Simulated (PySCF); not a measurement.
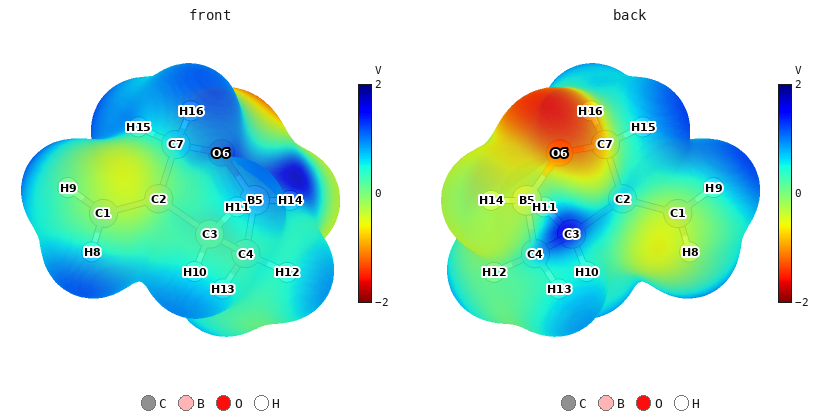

C$_{5}$H$_{9}$BO. The electrostatic potential painted on the density surface at 0.004 e/bohr³, seen from the front and from behind; red is negative and blue positive.

Geometry: GFN2-xTB.

Method: PBE0/pcSseg-1, SCF density, gas phase, non-relativistic (PySCF 2.14.0).

Input

```
{"job": {"kind": "nmr", "xc": "PBE0", "basis": "pcSseg-1"}, "charge": 0, "multiplicity": 1}
C      2.008315    -0.196885    -0.693991
C      0.915002    -0.133978     0.047291
C      0.162794     1.132523     0.324911
C     -1.260236     0.996963    -0.242766
B     -1.874182    -0.427304     0.130200
O     -1.111881    -1.434693     0.530949
C      0.295639    -1.357768     0.667347
H      2.453666     0.687375    -1.117543
H      2.510614    -1.128325    -0.895269
H      0.684665     1.989566    -0.105264
H      0.098145     1.278423     1.407529
H     -1.878784     1.824007     0.108943
H     -1.216887     1.091650    -1.331744
H     -3.020975    -0.669299     0.061841
H      0.711280    -2.269288     0.223392
H      0.515227    -1.374023     1.745147
```

Run with:

```sh
OMP_NUM_THREADS=1 python probes_run.py task.json out
```

**Which sites attract a positive test charge, and which a negative one?**

A positive charge is drawn to the negative regions and a negative charge to the positive ones. The most negative region (about −1.5 V) lies over O6, the most positive (about +1.5 V) over B5. O6 is the likeliest acceptor of a hydrogen bond.
